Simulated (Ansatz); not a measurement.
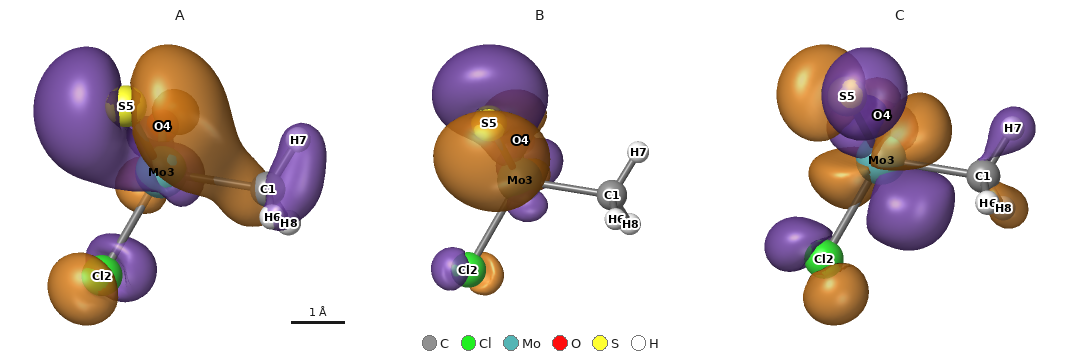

CH₃ClMoOS (SMILES [CH3][Mo](=[O])(=[S])[Cl]). Three frontier orbitals at ±0.1 Å⁻³ᐟ² (orange and purple are the two phases), in no order.

Geometry: PBE0-D4/def2-SVP; core potentials replace the inner electrons of Mo.

Method: isolated molecule in a Gaussian basis; Kohn-Sham density functional theory, functional PBE0 (Ansatz 0.2.0).

The calculation's input:

```
basis:
  gaussian: {orbitals: def2-TZVPD}
crystal:
  periodic: [false, false, false]
  atoms:
    - {symbol: C, position_ang: [-0.871885, -0.685633, -0.158406]}
    - {symbol: Cl, position_ang: [1.261081, 1.739168, -1.705516]}
    - {symbol: Mo, position_ang: [0.814829, 0.500152, 0.133397]}
    - {symbol: O, position_ang: [2.011296, -0.581627, 0.524640]}
    - {symbol: S, position_ang: [0.353091, 1.651462, 1.832002]}
    - {symbol: H, position_ang: [-1.736533, -0.034335, -0.362697]}
    - {symbol: H, position_ang: [-1.087023, -1.321709, 0.712715]}
    - {symbol: H, position_ang: [-0.652755, -1.324577, -1.031934]}
hamiltonian: {xc: {name: PBE0}}
output: {forces: true, orbitals: {seedname: orbitals}}
```

Launched as:

```sh
ansatz run input.yaml --threads 2 --pin off --max-ram 5220MiB --events-out events.jsonl --progress --plain --runs-dir runs
```

Order the three orbitals by energy and name them.

Answer. A is the HOMO−1 (−8.59 eV). It lies mainly on S5 (about 60 %), Mo3 (about 20 %), Cl2 (about 10 %) and C1 (about 5 %). B is the HOMO (−8.01 eV). It lies mainly on S5 (about 70 %), O4 (about 15 %) and Mo3 (about 10 %); largely a lone pair of S5. C is the LUMO (−3.62 eV). By Hirshfeld shares it lies mainly on Mo3 (about 55 %), S5 (about 20 %) and Cl2 (about 10 %).

What is the HOMO–LUMO gap?

Answer. 4.39 eV between the orbital energies.
